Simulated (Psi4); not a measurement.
**One shape, several levels: GaGeH5 (SMILES [GaH2][GeH3])**

Wanted: a comparison of 3 runs (BLYP/def2-SVPD, PBE/def2-SVPD, revPBE/def2-SVPD) of GaGeH5. 

Program for the calculation: Psi4 1.11.

## 1. Starting point

The species is GaGeH5 (7 atoms), meant as a singlet with charge 0. SMILES: `[GaH2][GeH3]`. One bond was lengthened or shortened from a relaxed shape.

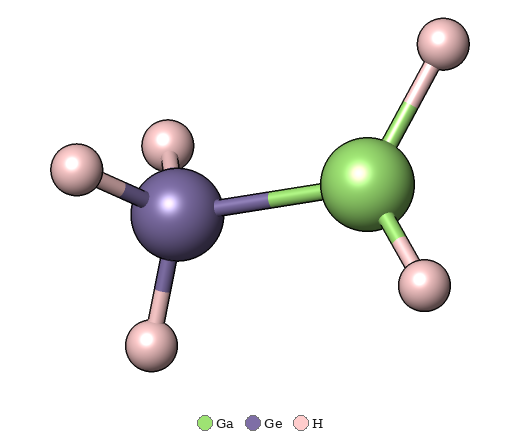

Viewed from a chosen angle; gallium green, germanium purple, hydrogen pink.

## 2. Energy and forces at BLYP/def2-SVPD (run 1)

gageh5.json reads:

```json
{
 "schema_name": "qcschema_input",
 "schema_version": 1,
 "molecule": {
  "schema_name": "qcschema_molecule",
  "schema_version": 2,
  "symbols": ["Ga", "Ge", "H", "H", "H", "H", "H"],
  "geometry": [-0.9466394, -2.28735663, -0.02290726, 0.27091114, 2.14877545, -0.43637934, 1.00136587, -4.44898222, 1.76689393, -3.45336111, -3.2928799, -1.25916609, -0.83514556, 3.41375812, -2.81214302, -0.71911638, 3.64524957, 1.86247249, 3.15784574, 2.51292568, -0.49911824],
  "molecular_charge": 0,
  "molecular_multiplicity": 1,
  "fix_symmetry": "c1"
 },
 "driver": "gradient",
 "model": {
  "method": "blyp",
  "basis": "def2-SVPD"
 },
 "keywords": {
  "puream": true,
  "e_convergence": 1e-09,
  "d_convergence": 1e-08,
  "scf_type": "pk",
  "dft_radial_points": 99,
  "dft_spherical_points": 590,
  "scf_properties": ["WIBERG_LOWDIN_INDICES", "MULLIKEN_CHARGES", "MAYER_INDICES"]
 }
}
```

Launch:

```bash
$ psi4 --qcschema gageh5.json -n 1 --memory 1600MB
```

stdout:

```text
[...]
  Running in c1 symmetry.
[...]
  Nuclear repulsion =  292.952226527283017
[...]
  Multiplicity = 1
[...]
  Nalpha       = 34
  Nbeta        = 34
[...]
    Number of basis functions: 116
[...]
   @RKS iter   1: -4000.93366863215897   -2.78610e+00   3.14268e-02 DIIS/ADIIS
[...]
   @RKS iter  13: -4004.42731918236177   -3.04681e-11   3.88613e-09 DIIS
[...]
  @RKS Final Energy: -4004.42731918236177
   => Energetics <=
    Nuclear Repulsion Energy =            292.9522265272830168
    One-Electron Energy =               -6163.9800658679960179
    Two-Electron Energy =                2022.5048018485217654
    DFT Exchange-Correlation Energy =    -155.9042816901703361
    Empirical Dispersion Energy =           0.0000000000000000
    VV10 Nonlocal Energy =                  0.0000000000000000
    Total Energy =                      -4004.4273191823617708
[...]
 Multipole Moments:
 ------------------------------------------------------------------------------------
     Multipole            Electronic (a.u.)      Nuclear  (a.u.)        Total (a.u.)
 ------------------------------------------------------------------------------------
 L = 1.  Multiply by 2.5417464519 to convert [e a0] to [Debye]
 Dipole X            :          0.2233724           -0.3383896           -0.1150172
 Dipole Y            :          1.7817987           -1.7090435            0.0727552
 Dipole Z            :         -0.4921418            0.3793039           -0.1128378
 Magnitude           :                                                    0.1767898
[...]
  -Total Gradient:
     Atom            X                  Y                   Z
    ------   -----------------  -----------------  -----------------
       1       -0.020596303432     0.024435905359    -0.019262001016
       2       -0.001850269039    -0.000712725730    -0.000417877481
       3        0.020239652344    -0.021702657517     0.018361776457
       4        0.003061455106     0.003231146792     0.000954469635
       5        0.001981449774    -0.001941611914     0.003905487646
       6        0.001607841322    -0.002451703988    -0.003625644026
       7       -0.004441579083    -0.000855029939     0.000084636934
[...]
```

The result, in JSON:

```text
{
 "driver": "gradient",
 "model": {
  "method": "blyp",
  "basis": "def2-SVPD"
 },
 "success": true,
 "return_result": [-0.020596303432488968, 0.024435905359427062, -0.019262001016387476, -0.0018502690390167099, -0.0007127257300348425, -0.00041787748065491136, 0.02023965234387115, -0.021702657516625493, 0.018361776456600212, 0.003061455106319333, 0.0032311467920392856, 0.0009544696353337295, 0.001981449774497712, -0.0019416119137206436, 0.00390548764605074, 0.0016078413223678603, -0.002451703987695633, -0.0036256440263486844, -0.004441579083153568, -0.0008550299394856943, 8.46369341383716e-05],
 "properties": {
  "calcinfo_nbasis": 116,
  "calcinfo_nmo": 116,
  "calcinfo_nalpha": 34,
  "calcinfo_nbeta": 34,
  "calcinfo_natom": 7,
  "nuclear_repulsion_energy": 292.952226527283,
  "return_energy": -4004.4273191823618,
  "return_gradient": [-0.020596303432488968, 0.024435905359427062, -0.019262001016387476, -0.0018502690390167099, -0.0007127257300348425, -0.00041787748065491136, 0.02023965234387115, -0.021702657516625493, 0.018361776456600212, 0.003061455106319333, 0.0032311467920392856, 0.0009544696353337295, 0.001981449774497712, -0.0019416119137206436, 0.00390548764605074, 0.0016078413223678603, -0.002451703987695633, -0.0036256440263486844, -0.004441579083153568, -0.0008550299394856943, 8.46369341383716e-05],
  "scf_one_electron_energy": -6163.980065867996,
  "scf_two_electron_energy": 2022.5048018485218,
  "scf_xc_energy": -155.90428169017034,
  "scf_dipole_moment": [-0.1150171799938382, 0.07275518852457274, -0.11283783566929195],
  "scf_total_energy": -4004.4273191823618,
  "scf_total_gradient": [-0.020596303432488968, 0.024435905359427062, -0.019262001016387476, -0.0018502690390167099, -0.0007127257300348425, -0.00041787748065491136, 0.02023965234387115, -0.021702657516625493, 0.018361776456600212, 0.003061455106319333, 0.0032311467920392856, 0.0009544696353337295, 0.001981449774497712, -0.0019416119137206436, 0.00390548764605074, 0.0016078413223678603, -0.002451703987695633, -0.0036256440263486844, -0.004441579083153568, -0.0008550299394856943, 8.46369341383716e-05],
  "scf_iterations": 13
 }
}
```

Wall time 20 s (1 thread of AMD EPYC 9R45 (Zen 5), shared host); peak memory 0.71 GiB.

## 3. A single-point energy at PBE/def2-SVPD (run 2)

gageh5.in reads:

```
memory 1600 MB

molecule mol {
  0 1
  Ga    -0.94663940    -2.28735663    -0.02290726
  Ge     0.27091114     2.14877545    -0.43637934
  H      1.00136587    -4.44898222     1.76689393
  H     -3.45336111    -3.29287990    -1.25916609
  H     -0.83514556     3.41375812    -2.81214302
  H     -0.71911638     3.64524957     1.86247249
  H      3.15784574     2.51292568    -0.49911824
  units au
  symmetry c1
}

set {
  basis                def2-SVPD
  reference            rks
  puream               true
  e_convergence        1e-09
  d_convergence        1e-08
  scf_type             pk
  dft_radial_points    99
  dft_spherical_points 590
}

e_tot, wfn = energy("pbe", return_wfn=True)
oeprop(wfn, "DIPOLE", "MULLIKEN_CHARGES", "LOWDIN_CHARGES", title="PBE")
```

Launch:

```bash
$ psi4 gageh5.in gageh5.out -n 1
```

gageh5.out:

```text
[...]
  Running in c1 symmetry.
[...]
  Nuclear repulsion =  292.952226527283017
[...]
  Multiplicity = 1
[...]
  Nalpha       = 34
  Nbeta        = 34
[...]
    Number of basis functions: 116
[...]
   @RKS iter   1: -4000.19816341868682   -2.74778e+00   3.13977e-02 ADIIS/DIIS
[...]
   @RKS iter  13: -4003.69751370938729   -2.72848e-11   3.71767e-09 DIIS
[...]
  @RKS Final Energy: -4003.69751370938729
   => Energetics <=
    Nuclear Repulsion Energy =            292.9522265272830168
    One-Electron Energy =               -6164.5402223160035646
    Two-Electron Energy =                2023.0750933887916290
    DFT Exchange-Correlation Energy =    -155.1846113094578925
    Empirical Dispersion Energy =           0.0000000000000000
    VV10 Nonlocal Energy =                  0.0000000000000000
    Total Energy =                      -4003.6975137093872945
[...]
 Multipole Moments:
 ------------------------------------------------------------------------------------
     Multipole            Electronic (a.u.)      Nuclear  (a.u.)        Total (a.u.)
 ------------------------------------------------------------------------------------
 L = 1.  Multiply by 2.5417464519 to convert [e a0] to [Debye]
 Dipole X            :          0.2271261           -0.3383896           -0.1112635
 Dipole Y            :          1.7799178           -1.7090435            0.0708742
 Dipole Z            :         -0.4866031            0.3793039           -0.1072992
 Magnitude           :                                                    0.1700466
[...]
  Mulliken Charges: (a.u.)
   Center  Symbol    Alpha    Beta     Spin     Total
       1    GA    15.51709 15.51709  0.00000 -0.03419
       2    GE    16.25751 16.25751  0.00000 -0.51502
       3     H     0.50386  0.50386  0.00000 -0.00773
       4     H     0.46484  0.46484  0.00000  0.07031
       5     H     0.41794  0.41794  0.00000  0.16411
       6     H     0.42056  0.42056  0.00000  0.15889
       7     H     0.41819  0.41819  0.00000  0.16362
   Total alpha = 34.00000, Total beta = 34.00000, Total charge = -0.00000
  Lowdin Charges: (a.u.)
[...]
```

Run time: 14 s. Hardware: 1 thread of AMD EPYC 9R45 (Zen 5), shared host; peak memory 0.71 GiB.

## 4. Energy and gradient at revPBE/def2-SVPD (run 3)

calc.py reads:

```python
import psi4

psi4.set_memory(1600000000)
psi4.set_num_threads(1)
psi4.core.set_output_file('gageh5.out', False)

m = psi4.geometry("""
Ga    -0.94663940    -2.28735663    -0.02290726
Ge     0.27091114     2.14877545    -0.43637934
H      1.00136587    -4.44898222     1.76689393
H     -3.45336111    -3.29287990    -1.25916609
H     -0.83514556     3.41375812    -2.81214302
H     -0.71911638     3.64524957     1.86247249
H      3.15784574     2.51292568    -0.49911824
units bohr
symmetry c1
""")

options = {'reference': 'rks', 'puream': True, 'e_convergence': 1e-09, 'd_convergence': 1e-08, 'scf_type': 'pk', 'dft_radial_points': 99, 'dft_spherical_points': 590}
psi4.set_options(options)

e_tot, wfn = psi4.gradient("revpbe/def2-SVPD", return_wfn=True)
psi4.oeprop(wfn, "MULLIKEN_CHARGES", "MAYER_INDICES", "WIBERG_LOWDIN_INDICES", title="REVPBE")
print('gradient / Eh bohr^-1')
print(e_tot.np.round(6))
print(f'energy = {wfn.energy():.10f} Eh')
for k, v in sorted(psi4.core.scalar_variables().items()):
    print(f'{k:45s} {v:18.10f}')
```

Launch:

```bash
$ python calc.py
```

gageh5.out:

```text
[...]
  Running in c1 symmetry.
[...]
  Nuclear repulsion =  292.952226527283017
[...]
  Multiplicity = 1
[...]
  Nalpha       = 34
  Nbeta        = 34
[...]
    Number of basis functions: 116
[...]
   @RKS iter   1: -4000.53749128143500   -2.77040e+00   3.13426e-02 ADIIS/DIIS
[...]
   @RKS iter  13: -4004.02055110251285   -3.31966e-11   3.88074e-09 DIIS
[...]
  @RKS Final Energy: -4004.02055110251285
   => Energetics <=
    Nuclear Repulsion Energy =            292.9522265272830168
    One-Electron Energy =               -6164.6576057760576077
    Two-Electron Energy =                2023.2150180648527567
    DFT Exchange-Correlation Energy =    -155.5301899185904233
    Empirical Dispersion Energy =           0.0000000000000000
    VV10 Nonlocal Energy =                  0.0000000000000000
    Total Energy =                      -4004.0205511025128544
[...]
 Multipole Moments:
 ------------------------------------------------------------------------------------
     Multipole            Electronic (a.u.)      Nuclear  (a.u.)        Total (a.u.)
 ------------------------------------------------------------------------------------
 L = 1.  Multiply by 2.5417464519 to convert [e a0] to [Debye]
 Dipole X            :          0.2245434           -0.3383896           -0.1138462
 Dipole Y            :          1.7826075           -1.7090435            0.0735640
 Dipole Z            :         -0.4903391            0.3793039           -0.1110352
 Magnitude           :                                                    0.1752182
[...]
  -Total Gradient:
     Atom            X                  Y                   Z
    ------   -----------------  -----------------  -----------------
       1       -0.021332571183     0.023656122446    -0.019536683966
       2       -0.001600322007     0.000177781345    -0.000539439199
       3        0.020519950879    -0.022190817197     0.018674176084
       4        0.003165620336     0.003156166323     0.001044803892
       5        0.002056646052    -0.001797451881     0.003959963675
       6        0.001675147582    -0.002305313979    -0.003681640889
       7       -0.004483147939    -0.000694770102     0.000079544702
[...]
```

On the terminal:

```text
gradient / Eh bohr^-1
[[-2.1333e-02  2.3656e-02 -1.9537e-02]
 [-1.6000e-03  1.7800e-04 -5.3900e-04]
 [ 2.0520e-02 -2.2191e-02  1.8674e-02]
 [ 3.1660e-03  3.1560e-03  1.0450e-03]
 [ 2.0570e-03 -1.7970e-03  3.9600e-03]
 [ 1.6750e-03 -2.3050e-03 -3.6820e-03]
 [-4.4830e-03 -6.9500e-04  8.0000e-05]]
energy = -4004.0205511025 Eh
CURRENT ENERGY                                  -4004.0205511025
CURRENT REFERENCE ENERGY                        -4004.0205511025
DD SOLVATION ENERGY                                 0.0000000000
DFT FUNCTIONAL TOTAL ENERGY                     -4004.0205511025
DFT TOTAL ENERGY                                -4004.0205511025
DFT VV10 ENERGY                                     0.0000000000
DFT XC ENERGY                                    -155.5301899186
GRID ELECTRONS ALPHA                               33.9999995670
GRID ELECTRONS BETA                                33.9999995670
GRID ELECTRONS TOTAL                               67.9999991341
NUCLEAR REPULSION ENERGY                          292.9522265273
ONE-ELECTRON ENERGY                             -6164.6576057761
PCM POLARIZATION ENERGY                             0.0000000000
PE ENERGY                                           0.0000000000
SCF ITERATION ENERGY                            -4004.0205511025
SCF ITERATIONS                                     13.0000000000
SCF TOTAL ENERGY                                -4004.0205511025
TWO-ELECTRON ENERGY                              2023.2150180649
XC GRID RADIAL POINTS                              99.0000000000
XC GRID SPHERICAL POINTS                          590.0000000000
XC GRID TOTAL POINTS                           392265.0000000000
```

Run time: 21 s. Hardware: 1 thread of AMD EPYC 9R45 (Zen 5), shared host; peak memory 0.71 GiB.

## 5. The series

| run | level | task | energy (Eh) | dipole moment (D) | HOMO energy (eV) | LUMO energy (eV) | wall time |
| --- | --- | --- | --- | --- | --- | --- | --- |
| 1 | BLYP/def2-SVPD | gradient | -4004.427319 | 0.45 | -6.44 | -2.89 | 20 s |
| 2 | PBE/def2-SVPD | energy | -4003.697514 | 0.43 | -6.57 | -2.94 | 14 s |
| 3 | revPBE/def2-SVPD | gradient | -4004.020551 | 0.45 | -6.53 | -2.84 | 21 s |

## 6. What came out

| quantity | value |
| --- | --- |
| run 3: total energy | -4004.02055 Eh |
| run 3: dipole moment | 0.45 D |
| run 3: HOMO energy | -6.53 eV |
| run 3: LUMO energy | -2.84 eV |
| run 3: HOMO–LUMO gap | 3.69 eV |
| run 3: largest force on an atom | 1.922 eV/Å |

What this shows: The dipole moment (its size) runs from 0.43 D (PBE/def2-SVPD) to 0.45 D (BLYP/def2-SVPD). The HOMO–LUMO gap runs from 3.54 eV (BLYP/def2-SVPD) to 3.69 eV (revPBE/def2-SVPD). Totals of different functionals can't be ranked against each other. All runs together took 55 s, the longest 21 s.
